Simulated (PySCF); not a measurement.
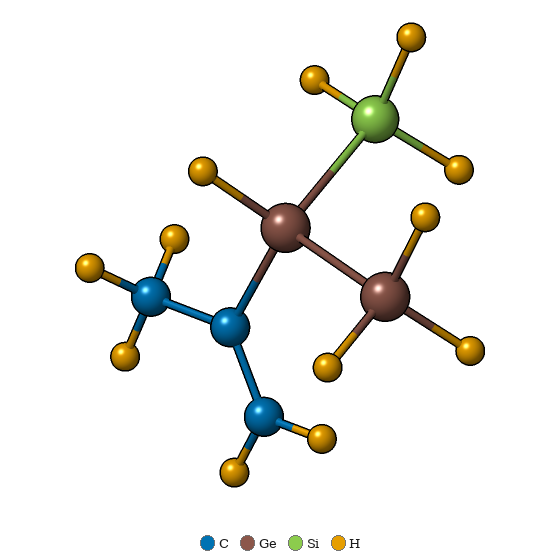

The molecule: C₃H₁₂Ge₂Si, SMILES C=[C](C)[Ge@H]([SiH3])[GeH3], singlet.

Simulated rotational absorption lines between 26 and 40 GHz at 10 K: rigid rotor with the equilibrium constants and dipole of one optimised conformer (PBE0-D3(BJ)/def2-SVP, PySCF), commonest isotopes; no centrifugal distortion, hyperfine structure, internal rotation or nuclear-spin weights; lines within 1 MHz of each other are summed.

What are the rotational constants, and what kind of rotor is it?

Rotational constants A, B, C = 1.467, 0.8594, 0.6150 GHz; Ray's κ = −0.43, an asymmetric top on the prolate side.

Which dipole components drive the lines?

|μa|, |μb|, |μc| = 0.65, 0.55, 0.06 D; a-type lines carry 62 % of the intensity in this range.

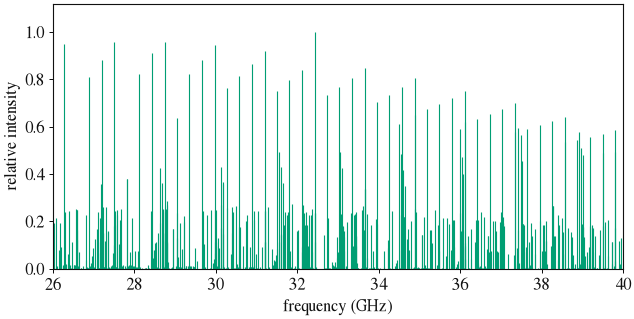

Note: coarse grid, loose stop and no frequency check, small forces are noise and the end may be a saddle.
